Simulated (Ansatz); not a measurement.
**CH₅InNO radical: how energies converge with the basis set**

How large a basis does CH₅InNO radical need? Two functionals are run in growing sets.

Method: one geometry, several basis sets; program: Ansatz 0.2.0, Gaussian basis.

Levels to be run: PBE0-D4/def2-SVP; ωB97M-V/def2-SVP; PBE0-D4/def2-QZVPP; ωB97M-V/def2-QZVPP; the functionals' def2-TZVPP values are taken from earlier runs.

### 1 The relaxed structure

An earlier PBE0-D4 in a triple-zeta def2 set relaxation fixed the geometry. In takes the def2 core potential; no spin-orbit term is included.

SMILES `C[O][In][NH2]`, 9 atoms, charge 0, spin multiplicity 2.

Atoms are counted from 1 here; the program's logs count them from 0.

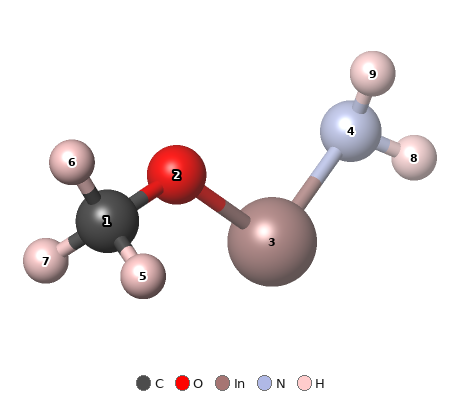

The structure; carbon dark grey, oxygen red, indium brown, nitrogen light blue, hydrogen pink; atoms are numbered from 1 in the order of the file.

As a file:

```xyz
9
charge 0, multiplicity 2
C    -0.92542    1.36578    1.11579
O    -0.02797    0.46089    0.54804
In   -0.21070   -0.54034   -1.18746
N     1.49584   -1.66606   -1.51208
H    -1.92763    0.94126    1.26822
H    -0.54542    1.66274    2.10117
H    -1.03863    2.28256    0.52087
H     1.37153   -2.39810   -2.20226
H     1.80842   -2.10873   -0.65229
```

### 2 PBE0-D4 in def2-SVP

in.yaml reads:

```yaml
crystal:
  periodic: [false, false, false]
  atoms:
    - {symbol: C, position_ang: [-0.925420, 1.365782, 1.115787]}
    - {symbol: O, position_ang: [-0.027966, 0.460888, 0.548042]}
    - {symbol: In, position_ang: [-0.210704, -0.540338, -1.187460]}
    - {symbol: N, position_ang: [1.495835, -1.666058, -1.512081]}
    - {symbol: H, position_ang: [-1.927627, 0.941264, 1.268224]}
    - {symbol: H, position_ang: [-0.545422, 1.662739, 2.101170]}
    - {symbol: H, position_ang: [-1.038632, 2.282559, 0.520875]}
    - {symbol: H, position_ang: [1.371525, -2.398102, -2.202262]}
    - {symbol: H, position_ang: [1.808421, -2.108734, -0.652285]}
basis:
  gaussian: {orbitals: def2-SVP}
magnetization: {spin_polarized: true, initial_magnetization: 1}
hamiltonian: {xc: pbe0, dispersion: d4}
output: {orbitals: {seedname: orbitals}}
```

The run is started by

```sh
$ ansatz run in.yaml --threads 4 --pin off --events-out ev --progress --plain --max-ram 10444MiB
```

The runs that follow: ωB97M-V in def2-SVP; PBE0-D4 in def2-QZVPP; ωB97M-V in def2-QZVPP.

Before running them: what should the planned runs give, taken together? Wanted: PBE0-D4: double and triple zeta above quadruple; ωB97M-V: double and triple zeta above quadruple.

The runs gave:

```
                                       quantity          value
PBE0-D4: double and triple zeta above quadruple  6.25, 0.34 eV
ωB97M-V: double and triple zeta above quadruple  6.45, 0.33 eV
```

In words: For PBE0-D4 the step from double to triple zeta gains 5.92 eV and the next only 0.34 eV. Total energies overstate the basis error of differences, where much of it tends to cancel.
